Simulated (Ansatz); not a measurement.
# The pair F···CH₄O, charge −1: a pair, distance and angle

Aim: map the energy of the pair F···CH₄O, charge −1 over two coordinates, and find its wells, ridges and stiffness.

The runs use Ansatz 0.2.0; RKS PBE0-D4/def2-TZVPD.

## Step 1: Where the work starts

7 atoms, charge -1, spin multiplicity 1.

Atoms are counted from 1 here; the program's logs count them from 0.

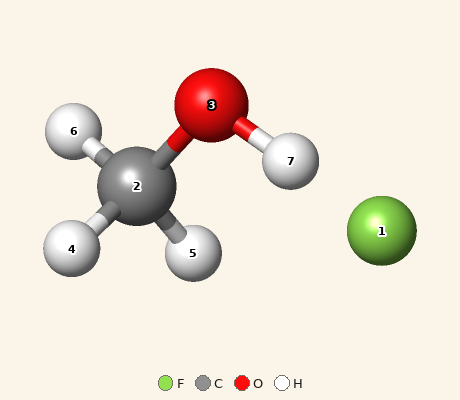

The starting geometry (fluorine green, carbon grey, oxygen red, hydrogen white); atoms are numbered from 1 in the order of the file.

Coordinates:

```
atom    x (Å)    y (Å)    z (Å)
  F1   1.3651  -0.5698  -1.8681
  C2  -0.5132   0.1559   0.4985
  O3   0.8639   0.0909   0.3921
  H4  -1.0150  -0.8508   0.5932
  H5  -1.0045   0.6557  -0.3803
  H6  -0.8171   0.7382   1.4078
  H7   1.1209  -0.2200  -0.6430
```

This geometry comes from a loose relaxation at PBE in a small basis, which is not shown.

## Step 5: The grid

First coordinate, distance H7···F1: 13 values from 1.081 to 3.081 Å. Second coordinate, turn of F1 about H7: 13 values from −60 to 60 °.

Nothing else is relaxed (both partners rigid). Energies count from the ion and the molecule far apart, frozen as in the relaxed pair, each in its own basis (no counterpoise correction). Points are written as (first, second).

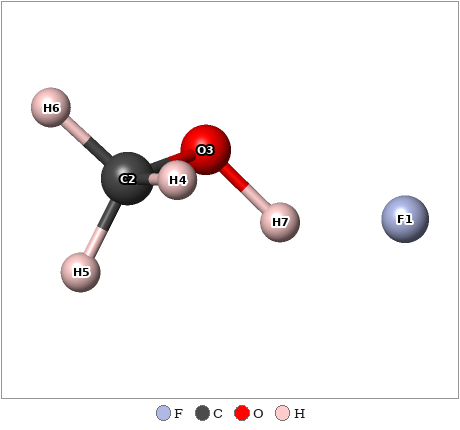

The geometry at (1.839 Å, 60°).

(The set-up runs are not shown.)

## Step 6: Grid point (1.244 Å, 0°)

input.yaml

```yaml
crystal:
  periodic: [false, false, false]
  atoms:
    - { symbol: F, position_ang: [1.34684, -0.709699, -1.748197] }
    - { symbol: C, position_ang: [-0.512579, 0.18393, 0.481659] }
    - { symbol: O, position_ang: [0.852097, 0.227257, 0.335275] }
    - { symbol: H, position_ang: [-0.927545, -0.844379, 0.452667] }
    - { symbol: H, position_ang: [-1.058783, 0.751993, -0.298963] }
    - { symbol: H, position_ang: [-0.813413, 0.616271, 1.452506] }
    - { symbol: H, position_ang: [1.105027, -0.207719, -0.635956] }
total_charge: -1
basis:
  gaussian: { orbitals: def2-TZVPD }
hamiltonian:
  xc: pbe0
  dispersion: d4
output:
  forces: true
```

Run with:

```
> ansatz run input.yaml --threads 1 --pin off --max-ram 2560MiB --backend cpu --events-out ev --progress --plain --runs-dir out
```

Further runs follow: the other points that were computed.

**Question.** What will these runs give? Wanted: lowest point; highest computed point; largest force on an atom.

The runs gave:

| quantity | value |
| --- | --- |
| lowest point | (1.244 Å, 0°), −171 kJ/mol |
| highest computed point | (1.081 Å, −60°), 269 kJ/mol above the lowest |
| largest force on an atom (eV/Å) | 0.5 at (1.244 Å, 0°) to 10.6 at (1.081 Å, −60°); 0.5 at the lowest point |
| time for the whole task | 9.6 min on 1 thread, shared host |

**Reading.** The lowest computed point is at (1.244 Å, 0°), −171 kJ/mol from the ion and the molecule far apart, frozen as in the relaxed pair, each in its own basis (no counterpoise correction). The grid is coarse, so the lowest point of the scanned range may lie between grid points; coordinates that were held can hide deeper minima. No other kind of well shows on this grid. The highest computed point, (1.081 Å, −60°), lies 269 kJ/mol above the lowest. Round the minimum the two coordinates are nearly uncoupled. No counterpoise correction was made, so wells between separate parts tend to come out somewhat too deep.
